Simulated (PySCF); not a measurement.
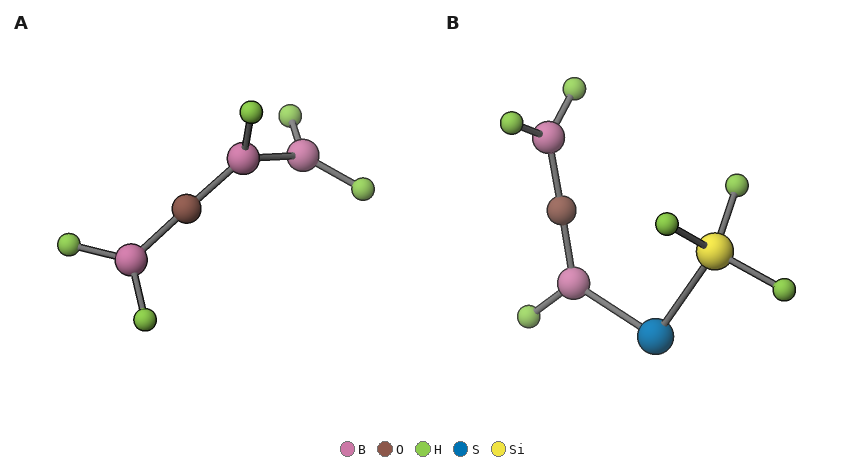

Two related species, optimised with PBE0-D3(BJ)/def2-SVP; properties computed with PySCF 2.14.0. Both: charge 0, singlet.

Identify both.

A is B3H5O (BBOB), B is B2H6OSSi (BOBS[SiH3]).

Compare them. With LDA/pcSseg-2: dipole moment (D), HOMO–LUMO gap (eV), HOMO energy (Kohn–Sham orbital) (eV), shielding of O (ppm). With HF/def2-SVPD: lowest vertical singlet excitation (eV), mean static polarisability (bohr³). With PBE0-D3(BJ)/def2-SVP: mean O–B length (Å).

| quantity | A | B |
| --- | --- | --- |
| dipole moment (D) | 0.34 | 0.94 |
| HOMO–LUMO gap (eV) | 3.43 | 4.42 |
| HOMO energy (Kohn–Sham orbital) (eV) | −6.85 | −6.74 |
| shielding of O (ppm) | −55.0 | −32.2 |
| lowest vertical singlet excitation (eV) | 5.14 | 6.82 |
| mean static polarisability (bohr³) | 45.0 | 75.2 |
| mean O–B length (Å) | 1.336 | 1.338 |

Each is one conformer, and no frequency run is at hand to confirm it as a minimum.
